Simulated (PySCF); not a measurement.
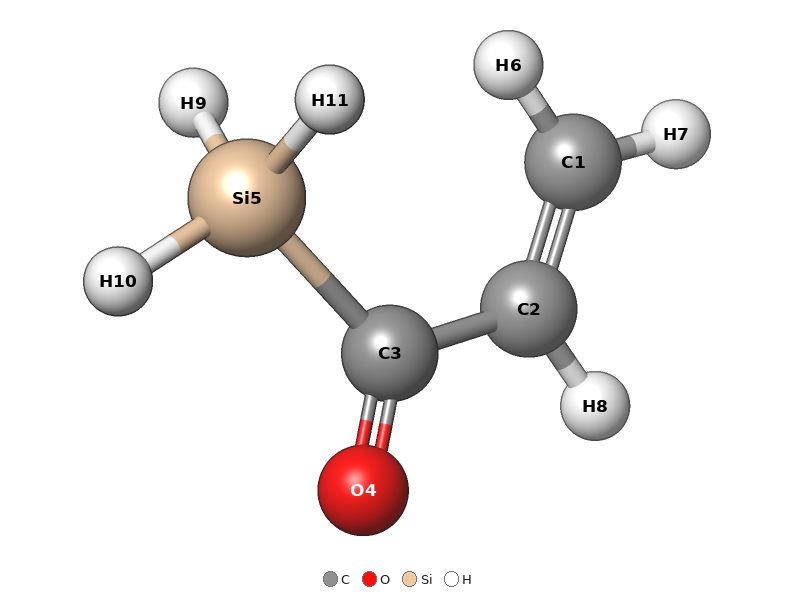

The geometry was computed by an optimisation with GFN2-xTB. No frequency run is at hand to confirm it as a minimum. Method: delta-SCF UKS SCAN, pcX-2 on the ionised atom, pcseg-1 elsewhere, spin-free X2C (PySCF 2.14.0).

Give the core-electron binding energies (to vacuum; p and d levels without spin–orbit splitting) of C1 1s, C2 1s, C3 1s, O4 1s, Si5 1s, Si5 2p.

```json
{"atom": "C1", "level": "1s", "binding energy (eV)": "291.1"}
{"atom": "C2", "level": "1s", "binding energy (eV)": "291.0"}
{"atom": "C3", "level": "1s", "binding energy (eV)": "292.8"}
{"atom": "O4", "level": "1s", "binding energy (eV)": "537.4"}
{"atom": "Si5", "level": "1s", "binding energy (eV)": "1846.5"}
{"atom": "Si5", "level": "2p", "binding energy (eV)": "107.1"}
```

The geometry is semi-empirical. Around Si such bond lengths and angles can be off by a tenth of an ångström or more and by several degrees, and values that hang on the shape move with them.
